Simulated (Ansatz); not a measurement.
**C₂H₆AlFO: one change and its effect**

System: C₂H₆AlFO.
Method of run 1: RKS SPW92 (LDA)/def2-TZVPP (Ansatz 0.2.0).

The geometry comes from this level: PBE0-D4/def2-TZVP. Text and figures count atoms from 1; the logs count them from 0 in places.

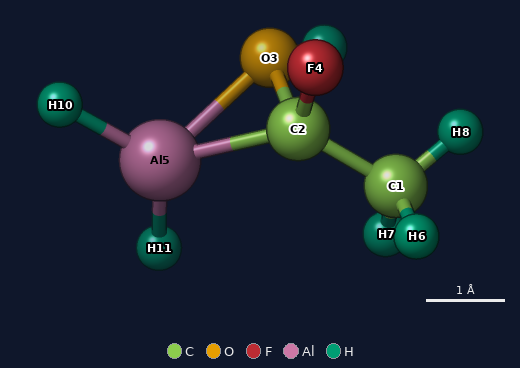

Fig. 1: The structure (ball-and-stick view, seen at a tilt; atoms are numbered from 1 in the order of the input). Sticks mark near contacts.

## Input file, run 1
```yaml
crystal:
  periodic: [false, false, false]
  atoms:
    - {symbol: C, position_ang: [-1.007236, -0.558145, 0.828655]}
    - {symbol: C, position_ang: [-0.278763, 0.512432, 0.080198]}
    - {symbol: O, position_ang: [1.180978, 0.435291, 0.362462]}
    - {symbol: F, position_ang: [-0.690376, 1.733136, 0.537885]}
    - {symbol: Al, position_ang: [0.779649, 0.240707, -1.561014]}
    - {symbol: H, position_ang: [-2.075908, -0.474276, 0.627302]}
    - {symbol: H, position_ang: [-0.680138, -1.548996, 0.508035]}
    - {symbol: H, position_ang: [-0.857550, -0.452211, 1.911678]}
    - {symbol: H, position_ang: [1.405820, -0.133112, 1.109040]}
    - {symbol: H, position_ang: [1.362728, 1.463322, -2.374103]}
    - {symbol: H, position_ang: [0.926195, -1.275047, -2.009540]}
basis:
  gaussian: {orbitals: def2-TZVPP}
hamiltonian: {xc: lda}
output: {orbitals: {seedname: orbitals}}
```

Command:
```bash
ansatz run in.yaml --threads 4 --pin off --events-out ev --progress --plain --max-ram 10444MiB
```

Hardware: 4 threads of Arm Neoverse V1, 23 GiB of memory available, shared host.

## Output (run 1)
```
Functional definition: SPW92
  exchange = slater_x
  correlation = pw_c
1290 factors; their error is unknown
mean field evaluation 1: about -13442.8913 eV, gradient 7.5e1 eV
mean field evaluation 2: about -13416.2145 eV, gradient 1.3e2 eV
mean field evaluation 4: about -13454.1740 eV, gradient 1.2e1 eV
mean field evaluation 8: about -13454.4271 eV, gradient 2.3e-1 eV
mean field evaluation 16: about -13454.4033 eV, gradient 4.7e-4 eV
mean field -13454.40334188 eV, -494.4402030918 hartree, gradient 6.0e-5 eV, S^2 0.000000; 0 other end points of the search recorded, 0 dependent functions left out
reference -13454.40338568 eV, -494.4402047015 hartree; 24, 24 occupied and 226, 226 virtual orbitals, 1290 factors
Total energy: -13454.40338568 eV, -494.4402047015 hartree
```

For run 2 the input was changed thus:
```diff
-hamiltonian: {xc: lda}
+correlation: {method: ccsd_t}
```

How does run 2 compare with run 1?

The total energies belong to different methods, so their difference says nothing on which is more stable or more accurate. The HOMO goes from −6.11 to −10.70 eV. The LUMO goes from −1.45 to 2.12 eV.

## Output (run 2)
```
Functional definition: HF
  exchange = exact_x
  correlation = 0
1509 factors; integrals over basis functions are off by at most 1.5e-3 eV
mean field evaluation 1: about -13480.5412 eV, gradient 3.8e1 eV
mean field evaluation 2: about -13480.7922 eV, gradient 3.9e1 eV
mean field evaluation 4: about -13484.2746 eV, gradient 4.5e0 eV
mean field evaluation 8: about -13484.3478 eV, gradient 3.2e-1 eV
mean field evaluation 16: about -13480.5406 eV, gradient 3.8e1 eV
mean field -13484.34821787 eV, -495.5406569874 hartree, gradient 7.5e-6 eV, S^2 0.000000; 0 other end points of the search recorded, 0 dependent functions left out
9 core orbitals not correlated: weight in the atoms' cores, before any rotation towards them, 1.000 or more for the frozen orbitals, at most 0.000 for the correlated occupied ones
reference -13484.34821787 eV, -495.5406569874 hartree; 15, 15 occupied and 226, 226 virtual orbitals, 1509 factors
second order -24.91914447 eV of doubles, -0.00000000 eV of singles
cycle   1  -25.16155760 eV  change   -2.4e-1 eV  update   1.1e-1
cycle   2  -25.77065762 eV  change   -6.1e-1 eV  update   3.2e-2
cycle   3  -25.90828979 eV  change   -1.4e-1 eV  update   1.6e-2
cycle   4  -25.89459261 eV  change    1.4e-2 eV  update   3.5e-3
cycle   5  -25.89348710 eV  change    1.1e-3 eV  update   1.7e-3
cycle   6  -25.89458813 eV  change   -1.1e-3 eV  update   5.2e-4
cycle   7  -25.89435166 eV  change    2.4e-4 eV  update   2.2e-4
cycle   8  -25.89422244 eV  change    1.3e-4 eV  update   7.0e-5
cycle   9  -25.89424238 eV  change   -2.0e-5 eV  update   2.8e-5
perturbative correction -0.92195164 eV, -0.0338810979 hartree
Total energy: -13511.16441189 eV, -496.5261339409 hartree
```

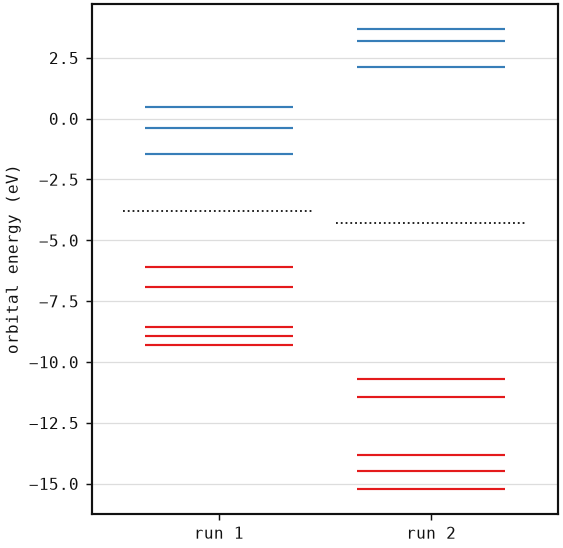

Fig. 2: The five highest filled and three lowest empty orbital energies of the two runs; the dotted lines part filled from empty levels. The HOMO–LUMO gap is 4.66 eV in run 1 and 12.82 eV in run 2.

## The two runs side by side

```tsv
quantity	run 1	run 2
outcome	converged	converged
total energy (hartree)	−494.440205	−496.526134
HOMO (eV)	−6.11	−10.70
LUMO (eV)	−1.45	2.12
basis functions	250	–
wall time (shared host)	1.3 s	2.8 min
```
